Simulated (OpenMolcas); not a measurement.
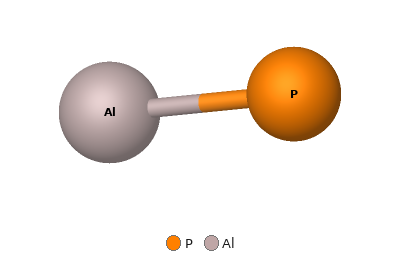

Fig. 1: The molecule at the reference distance of 2.266 Å.

## Relativistic diatomic calculation: PAl⁻ (part 1 of 2)

- system: PAl⁻.
- method: SA-CASSCF(9,8)/XMS-CASPT2 + RASSI spin-orbit (X2C scalar, AMFI), ANO-RCC-VTZP (OpenMolcas)

## The input
```
&GATEWAY
Coord
2
angstrom
P 0.0 0.0 0.0
Al 0.0 0.0 2.2660
Basis=ANO-RCC-VTZP
Group=XY
RX2C
AMFI
ANGMom
0.0 0.0 0.0
RICD
&SEWARD
&GUESSORB
&RASSCF
FileOrb=$CurrDir/o21.orb
Symmetry=1
Spin=2
nActEl=9 0 0
Inactive=6 4
RAS2=4 4
CIRoot=7 7 1
Linear
Iterations=120 100
OrbListing=Nothing
PRWF=0.15
>>COPY $Project.RasOrb $CurrDir/o21.orb
>>COPY $Project.rasscf.h5 $CurrDir/r21.h5
&CASPT2
XMultistate=all
Imaginary=0.2
IPEA=0.25
MaxIter=40
>>COPY $Project.JobMix JOB001
&RASSCF
FileOrb=$CurrDir/o22.orb
Symmetry=2
Spin=2
nActEl=9 0 0
Inactive=6 4
RAS2=4 4
CIRoot=8 8 1
Linear
Iterations=120 100
OrbListing=Nothing
PRWF=0.15
>>COPY $Project.RasOrb $CurrDir/o22.orb
>>COPY $Project.rasscf.h5 $CurrDir/r22.h5
&CASPT2
XMultistate=all
Imaginary=0.2
IPEA=0.25
MaxIter=40
>>COPY $Project.JobMix JOB002
&RASSCF
FileOrb=$CurrDir/o42.orb
Symmetry=2
Spin=4
nActEl=9 0 0
Inactive=6 4
RAS2=4 4
CIRoot=8 8 1
Linear
Iterations=120 100
OrbListing=Nothing
PRWF=0.15
>>COPY $Project.RasOrb $CurrDir/o42.orb
>>COPY $Project.rasscf.h5 $CurrDir/r42.h5
&CASPT2
XMultistate=all
Imaginary=0.2
IPEA=0.25
MaxIter=40
>>COPY $Project.JobMix JOB003
&RASSCF
CIOnly
FileOrb=$CurrDir/ref.orb
Symmetry=1
Spin=6
nActEl=9 0 0
Inactive=6 4
RAS2=4 4
CIRoot=1 1 1
Linear
Iterations=120 100
OrbListing=Nothing
PRWF=0.15
>>COPY $Project.RasOrb $CurrDir/o61.orb
>>COPY $Project.rasscf.h5 $CurrDir/r61.h5
&CASPT2
XMultistate=all
Imaginary=0.2
IPEA=0.25
MaxIter=40
>>COPY $Project.JobMix JOB004
&RASSI
Nr of JobIphs=4 7 8 8 1
1 2 3 4 5 6 7
1 2 3 4 5 6 7 8
1 2 3 4 5 6 7 8
1
SpinOrbit
EJob
Omega
MEES
MESO
Properties=4
'AngMom' 3 'Mltpl  1' 1 'Mltpl  1' 2 'Mltpl  1' 3
Thrs=1.0d-4
>>COPY $Project.rassi.h5 $CurrDir/so.h5
```

The first orbital files come from an earlier step.

Run as:
```bash
pymolcas m.inp (one call a module block, same work directory)
```

## Log (extracts)
```
++    Wave function specifications:
      Number of closed shell electrons          20
      Number of electrons in active shells       9
      Number of inactive orbitals               10
      Number of active orbitals                  8
      Number of secondary orbitals              50
      Spin quantum number                      0.5
      State symmetry                             1
++    Orbital specifications:
      Symmetry species                           1   2
                                                 a   b
      Frozen orbitals                            0   0
      Inactive orbitals                          6   4
      Active orbitals                            4   4
      RAS2 orbitals                              4   4
      Secondary orbitals                        26  24
      Number of basis functions                 36  32
      printout of CI-coefficients larger than  0.15 for root  1
      energy=    -583.958570
      conf/sym  1111 2222     Coeff  Weight
           755  0u22 0u2d  -0.23773 0.05651
           762  0u22 u0d2   0.23773 0.05651
           764  0u22 0022   0.86956 0.75613
      printout of CI-coefficients larger than  0.15 for root  2
      energy=    -583.886471
      conf/sym  1111 2222     Coeff  Weight
           370  022u 0u2d  -0.17478 0.03055
           377  022u u0d2   0.17478 0.03055
           379  022u 0022   0.55341 0.30626
           746  0u22 0d2u   0.30395 0.09238
           753  0u22 uudd   0.17655 0.03117
           755  0u22 0u2d  -0.38120 0.14531
           760  0u22 d0u2  -0.30395 0.09238
           762  0u22 u0d2   0.38120 0.14531
      printout of CI-coefficients larger than  0.15 for root  3
      energy=    -583.859676
      conf/sym  1111 2222     Coeff  Weight
           754  0u22 u02d  -0.60865 0.37046
           755  0u22 0u2d   0.28232 0.07971
           762  0u22 u0d2   0.28232 0.07971
           763  0u22 0ud2   0.60865 0.37046
      printout of CI-coefficients larger than  0.15 for root  4
      energy=    -583.859676
      conf/sym  1111 2222     Coeff  Weight
           754  0u22 u02d  -0.28232 0.07971
           755  0u22 0u2d  -0.60865 0.37046
           762  0u22 u0d2  -0.60865 0.37046
           763  0u22 0ud2   0.28232 0.07971
      printout of CI-coefficients larger than  0.15 for root  5
      energy=    -583.859176
      conf/sym  1111 2222     Coeff  Weight
           745  0u22 d02u   0.17380 0.03021
           754  0u22 u02d   0.65812 0.43312
           761  0u22 0du2   0.17380 0.03021
           763  0u22 0ud2   0.65812 0.43312
      printout of CI-coefficients larger than  0.15 for root  6
      energy=    -583.839735
      conf/sym  1111 2222     Coeff  Weight
           745  0u22 d02u   0.40331 0.16266
           746  0u22 0d2u   0.51623 0.26649
           760  0u22 d0u2   0.51623 0.26649
           761  0u22 0du2  -0.40331 0.16266
      printout of CI-coefficients larger than  0.15 for root  7
      energy=    -583.839735
      conf/sym  1111 2222     Coeff  Weight
           745  0u22 d02u  -0.51623 0.26649
           746  0u22 0d2u   0.40331 0.16266
           760  0u22 d0u2   0.40331 0.16266
           761  0u22 0du2   0.51623 0.26649
      Natural orbitals and occupation numbers for root  1
      sym 1:   0.032765   1.031879   1.993913   1.918240
      sym 2:   0.108162   0.108162   1.903440   1.903440
      Natural orbitals and occupation numbers for root  2
      sym 1:   0.040128   1.368238   1.990992   1.581051
      sym 2:   0.378110   0.378110   1.631685   1.631685
      Natural orbitals and occupation numbers for root  3
      sym 1:   0.033073   1.007468   1.992831   1.942698
      sym 2:   0.518720   0.518720   1.493245   1.493245
      Natural orbitals and occupation numbers for root  4
      sym 1:   0.033073   1.007468   1.992831   1.942698
      sym 2:   0.518720   0.518720   1.493245   1.493245
      Natural orbitals and occupation numbers for root  5
      sym 1:   0.033341   1.010789   1.994724   1.941345
      sym 2:   0.518070   0.518070   1.491830   1.491830
      Natural orbitals and occupation numbers for root  6
      sym 1:   0.038171   1.025506   1.995394   1.911129
      sym 2:   0.527377   0.527377   1.487524   1.487524
      Natural orbitals and occupation numbers for root  7
      sym 1:   0.038171   1.025506   1.995394   1.911128
      sym 2:   0.527377   0.527377   1.487524   1.487524
      RASSCF energy for state  7                   -583.83973455
::    RASSCF root number  1 Total energy:   -583.95856956
::    RASSCF root number  2 Total energy:   -583.88647054
::    RASSCF root number  3 Total energy:   -583.85967610
::    RASSCF root number  4 Total energy:   -583.85967610
::    RASSCF root number  5 Total energy:   -583.85917610
::    RASSCF root number  6 Total energy:   -583.83973455
::    RASSCF root number  7 Total energy:   -583.83973455
      Von Neumann Entropy (Root   1) =  1.24301
++    Wave function specifications:
      Number of closed shell electrons           6
      Number of electrons in active shells       9
      Number of inactive orbitals                3
      Number of active orbitals                  8
      Number of secondary orbitals              50
      Spin quantum number                      0.5
      State symmetry                             1
      Number of CSFs                          1176
      Number of CASSCF root(s) available         7
      CASPT2 state passed to geometry opt.       7
      A file JOBMIX will be created
      This is a MULTI-STATE CASSCF reference
      Number of CI roots used                    7
      These are:                                 1   2   3   4   5   6   7
      Off-diagonal elements of Heff are computed
  FINAL CASPT2 RESULT:
      Reference energy:        -583.9585695552
      E2 (Non-variational):      -0.3391841330
      Shift correction:          -0.0038364755
      E2 (Variational):          -0.3430206085
      Total energy:            -584.3015901637
      Reference weight:           0.89130
  FINAL CASPT2 RESULT:
      Reference energy:        -583.8864705434
      E2 (Non-variational):      -0.3221668865
      Shift correction:          -0.0033367273
      E2 (Variational):          -0.3255036138
      Total energy:            -584.2119741572
      Reference weight:           0.90302
  FINAL CASPT2 RESULT:
      Reference energy:        -583.8596760958
      E2 (Non-variational):      -0.3327410437
      Shift correction:          -0.0036324970
      E2 (Variational):          -0.3363735407
      Total energy:            -584.1960496365
      Reference weight:           0.89805
  FINAL CASPT2 RESULT:
      Reference energy:        -583.8596760958
      E2 (Non-variational):      -0.3328836847
      Shift correction:          -0.0036414195
      E2 (Variational):          -0.3365251042
      Total energy:            -584.1962012000
      Reference weight:           0.89787
  FINAL CASPT2 RESULT:
      Reference energy:        -583.8591761041
      E2 (Non-variational):      -0.3336514038
      Shift correction:          -0.0035706051
      E2 (Variational):          -0.3372220089
      Total energy:            -584.1963981130
      Reference weight:           0.89741
  FINAL CASPT2 RESULT:
      Reference energy:        -583.8397345490
      E2 (Non-variational):      -0.3344703326
      Shift correction:          -0.0036466446
      E2 (Variational):          -0.3381169772
      Total energy:            -584.1778515262
      Reference weight:           0.89589
  FINAL CASPT2 RESULT:
      Reference energy:        -583.8397345490
      E2 (Non-variational):      -0.3343633194
      Shift correction:          -0.0036382832
      E2 (Variational):          -0.3380016026
      Total energy:            -584.1777361516
      Reference weight:           0.89605
       Total XMS-CASPT2 energies:
::    XMS-CASPT2 Root  1     Total energy:   -584.29997165
::    XMS-CASPT2 Root  2     Total energy:   -584.21359267
::    XMS-CASPT2 Root  3     Total energy:   -584.19639811
::    XMS-CASPT2 Root  4     Total energy:   -584.19621136
::    XMS-CASPT2 Root  5     Total energy:   -584.19618263
::    XMS-CASPT2 Root  6     Total energy:   -584.17784565
::    XMS-CASPT2 Root  7     Total energy:   -584.17759888
++    Wave function specifications:
      Number of closed shell electrons          20
      Number of electrons in active shells       9
      Number of inactive orbitals               10
      Number of active orbitals                  8
      Number of secondary orbitals              50
      Spin quantum number                      0.5
      State symmetry                             2
      printout of CI-coefficients larger than  0.15 for root  1
      energy=    -583.950074
      conf/sym  1111 2222     Coeff  Weight
           196  0222 u0du  -0.15527 0.02411
           198  0222 002u  -0.93646 0.87695
      printout of CI-coefficients larger than  0.15 for root  2
      energy=    -583.950074
      conf/sym  1111 2222     Coeff  Weight
           197  0222 0udu  -0.15919 0.02534
           204  0222 00u2  -0.93646 0.87695
      printout of CI-coefficients larger than  0.15 for root  3
      energy=    -583.850464
      conf/sym  1111 2222     Coeff  Weight
           192  0222 0u20   0.40771 0.16623
           196  0222 u0du   0.38642 0.14932
           198  0222 002u  -0.16230 0.02634
           200  0222 u0ud  -0.60112 0.36135
           748  0022 0u22   0.41536 0.17253
      printout of CI-coefficients larger than  0.15 for root  4
      energy=    -583.850464
      conf/sym  1111 2222     Coeff  Weight
           197  0222 0udu  -0.71380 0.50951
           202  0222 u002   0.40771 0.16623
           204  0222 00u2   0.16230 0.02634
           747  0022 u022   0.41536 0.17253
      printout of CI-coefficients larger than  0.15 for root  5
      energy=    -583.847560
      conf/sym  1111 2222     Coeff  Weight
           192  0222 0u20   0.15731 0.02475
           196  0222 u0du   0.19615 0.03848
           200  0222 u0ud  -0.36421 0.13265
           203  0222 0u02  -0.15005 0.02252
           468  0220 0u22   0.17284 0.02987
           746  0022 uud2   0.24523 0.06014
           748  0022 0u22  -0.73840 0.54523
          1012  0u2u 0d22   0.17372 0.03018
      printout of CI-coefficients larger than  0.15 for root  6
      energy=    -583.847560
      conf/sym  1111 2222     Coeff  Weight
           191  0222 u020  -0.15005 0.02252
           197  0222 0udu  -0.41349 0.17097
           202  0222 u002   0.15731 0.02475
           467  0220 u022   0.17284 0.02987
           740  0022 uu2d   0.24523 0.06014
           747  0022 u022  -0.73840 0.54523
          1011  0u2u d022   0.17372 0.03018
      printout of CI-coefficients larger than  0.15 for root  7
      energy=    -583.825034
      conf/sym  1111 2222     Coeff  Weight
           191  0222 u020  -0.48024 0.23063
           197  0222 0udu   0.33958 0.11532
           201  0222 0uud   0.58817 0.34595
           202  0222 u002   0.48024 0.23063
      printout of CI-coefficients larger than  0.15 for root  8
      energy=    -583.825034
      conf/sym  1111 2222     Coeff  Weight
           192  0222 0u20   0.48024 0.23063
           196  0222 u0du   0.33958 0.11532
           200  0222 u0ud   0.58817 0.34595
           203  0222 0u02  -0.48024 0.23063
      Natural orbitals and occupation numbers for root  1
      sym 1:   0.028138   1.923501   1.991942   1.978095
      sym 2:   0.093688   0.063347   1.928910   0.992380
      Natural orbitals and occupation numbers for root  2
      sym 1:   0.028138   1.923501   1.991942   1.978095
      sym 2:   0.063347   0.093688   0.992380   1.928910
      Natural orbitals and occupation numbers for root  3
      sym 1:   0.021260   1.547511   1.991589   1.924435
      sym 2:   0.621578   0.458861   1.391512   1.043253
      Natural orbitals and occupation numbers for root  4
      sym 1:   0.021260   1.547511   1.991589   1.924435
      sym 2:   0.458861   0.621578   1.043253   1.391512
      Natural orbitals and occupation numbers for root  5
      sym 1:   0.017673   0.641236   1.986683   1.821086
      sym 2:   0.318534   0.834872   1.642795   1.737121
      Natural orbitals and occupation numbers for root  6
      sym 1:   0.017673   0.641236   1.986683   1.821086
      sym 2:   0.834872   0.318534   1.737121   1.642795
      Natural orbitals and occupation numbers for root  7
      sym 1:   0.018240   1.930875   1.997495   1.982915
      sym 2:   0.533905   0.533909   1.001323   1.001338
      Natural orbitals and occupation numbers for root  8
      sym 1:   0.018240   1.930875   1.997495   1.982915
      sym 2:   0.533909   0.533905   1.001338   1.001323
      RASSCF energy for state  8                   -583.82503410
::    RASSCF root number  1 Total energy:   -583.95007407
::    RASSCF root number  2 Total energy:   -583.95007407
::    RASSCF root number  3 Total energy:   -583.85046364
::    RASSCF root number  4 Total energy:   -583.85046364
::    RASSCF root number  5 Total energy:   -583.84755967
::    RASSCF root number  6 Total energy:   -583.84755967
::    RASSCF root number  7 Total energy:   -583.82503410
::    RASSCF root number  8 Total energy:   -583.82503410
      Von Neumann Entropy (Root   1) =  1.07881
++    Wave function specifications:
      Number of closed shell electrons           6
      Number of electrons in active shells       9
      Number of inactive orbitals                3
      Number of active orbitals                  8
      Number of secondary orbitals              50
      Spin quantum number                      0.5
      State symmetry                             2
      Number of CSFs                          1176
      Number of CASSCF root(s) available         8
      CASPT2 state passed to geometry opt.       8
      A file JOBMIX will be created
      This is a MULTI-STATE CASSCF reference
      Number of CI roots used                    8
      These are:                                 1   2   3   4   5   6   7   8
      Off-diagonal elements of Heff are computed
  FINAL CASPT2 RESULT:
      Reference energy:        -583.9500740705
      E2 (Non-variational):      -0.3420909461
      Shift correction:          -0.0042751772
      E2 (Variational):          -0.3463661233
      Total energy:            -584.2964401938
      Reference weight:           0.88815
  FINAL CASPT2 RESULT:
      Reference energy:        -583.9500740704
      E2 (Non-variational):      -0.3420909461
      Shift correction:          -0.0042751772
      E2 (Variational):          -0.3463661233
      Total energy:            -584.2964401937
      Reference weight:           0.88815
  FINAL CASPT2 RESULT:
      Reference energy:        -583.8504636382
      E2 (Non-variational):      -0.3285208729
      Shift correction:          -0.0037889383
      E2 (Variational):          -0.3323098112
      Total energy:            -584.1827734494
      Reference weight:           0.89742
  FINAL CASPT2 RESULT:
      Reference energy:        -583.8504636381
      E2 (Non-variational):      -0.3285208729
      Shift correction:          -0.0037889383
      E2 (Variational):          -0.3323098112
      Total energy:            -584.1827734492
      Reference weight:           0.89742
  FINAL CASPT2 RESULT:
      Reference energy:        -583.8475596672
      E2 (Non-variational):      -0.3409852810
      Shift correction:          -0.0055419519
      E2 (Variational):          -0.3465272329
      Total energy:            -584.1940869001
      Reference weight:           0.88058
  FINAL CASPT2 RESULT:
      Reference energy:        -583.8475596671
      E2 (Non-variational):      -0.3409852810
      Shift correction:          -0.0055419519
      E2 (Variational):          -0.3465272329
      Total energy:            -584.1940869000
      Reference weight:           0.88058
  FINAL CASPT2 RESULT:
      Reference energy:        -583.8250340972
      E2 (Non-variational):      -0.3324SPIN-FREE ENERGIES:
  (Shifted by EMIN (a.u.) =       -584.2999716460)
 SF State       Relative EMIN(au)   Rel lowest level(eV)    D:o, cm**(-1)      Abs_M
     1             0.0000000000        0.0000000000              0.0000         0.0
     8             0.0055789000        0.1518096033           1224.4270         1.0
     9             0.0055789000        0.1518096033           1224.4270         1.0
     2             0.0863789713        2.3504915525          18957.9929         0.0
    16             0.0899206088        2.4468644179          19735.2925         1.0
    17             0.0899206088        2.4468644179          19735.2925         1.0
     3             0.1035735327        2.8183794042          22731.7629         0.0
     4             0.1037602842        2.8234611705          22772.7501         2.0
     5             0.1037890196        2.8242430999          22779.0568         2.0
    10             0.1045574096        2.8451520564          22947.6989         1.0
    11             0.1045574096        2.8451520564          22947.6989         1.0
    12             0.1164475104        3.1686981824          25557.2744         1.0
    13             0.1164475104        3.1686981824          25557.2744         1.0
     6             0.1221259957        3.3232176389          26803.5579         2.0
     7             0.1223727700        3.3299327115          26857.7186         2.0
    15             0.1392230453        3.7884520597          30555.9265         3.0
    14             0.1392230453        3.7884520597          30555.9265         3.0
    18             0.1453143439        3.9542047395          31892.8121         1.0
    19             0.1453143439        3.9542047395          31892.8121         1.0
    24             0.1499399164        4.0800729790          32908.0079         0.0
    21             0.1633320323        4.4444910173          35847.2376         1.0
    20             0.1633320323        4.4444910173          35847.2376         1.0
    23             0.1923117333        5.2330688546          42207.5468         1.0
    22             0.1923117333        5.2330688546          42207.5468         1.0
```

(Continued in part 2.) Outcome of the run: converged; components of a degenerate state are split by 54 cm⁻¹; whether the anion is bound against detachment isn't tested.
